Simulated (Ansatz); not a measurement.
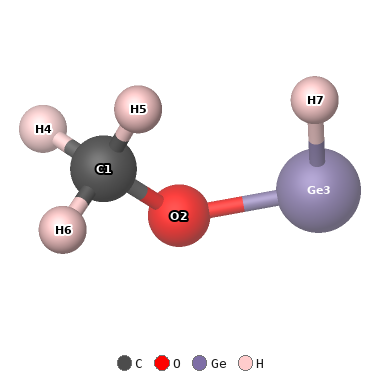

The system is CH4GeO, SMILES C[O][GeH]; the picture shows the grid point nearest to the relaxed geometry. 
- Two internal coordinates are moved rigidly from the geometry relaxed at PBE0-D4/def2-TZVP, all others fixed.
- First axis: bond C1–O2. Second axis: bond C1–H4.
- Grid: 5 × 5 points.
- Energies: kJ/mol, counted from the lowest grid point.
- The calculation used RKS r2SCAN-D4/def2-TZVPP in Ansatz.

Its coordinates:

| atom | x (Å) | y (Å) | z (Å) |
| --- | --- | --- | --- |
| C | -0.4207 | 0.6627 | -0.0948 |
| O | -0.6165 | -0.6650 | -0.3024 |
| Ge | 0.5289 | -1.9896 | -0.0191 |
| H | -0.5563 | 1.2141 | -1.0578 |
| H | 0.5824 | 0.8690 | 0.2963 |
| H | -1.1639 | 1.0335 | 0.6176 |
| H | 1.7255 | -1.0389 | 0.5164 |

Range: bond C1–O2 from 1.238 to 1.969 Å; bond C1–H4 from 0.985 to 1.313 Å.

Q: What will the energy surface look like?

A: The lowest grid point is at bond C1–O2 = 1.358 Å, bond C1–H4 = 1.118 Å. The bottom of the well lies between grid points, at about bond C1–O2 = 1.417 Å, bond C1–H4 = 1.093 Å, about 6.6 kJ/mol lower on the interpolated surface. No other kind of well shows on this grid. The highest grid point, bond C1–O2 = 1.969 Å, bond C1–H4 = 1.313 Å, lies 236 kJ/mol above the lowest. Round the minimum the two coordinates are nearly uncoupled.

```tsv
bond C1–H4 ↓, bond C1–O2 →	1.238	1.358	1.535	1.741	1.969
1.313	105	47	65	142	236
1.211	77	15	30	106	200
1.118	65	0	12	87	181
1.039	72	5	16	90	183
0.985	92	23	33	106	200
```

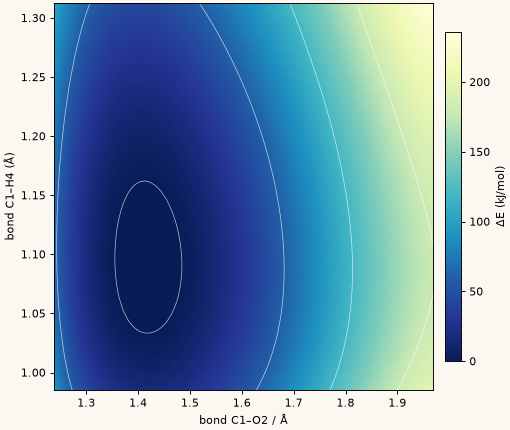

Drawn: a smooth colour map with a few white contour lines. Between grid points the surface is interpolated.
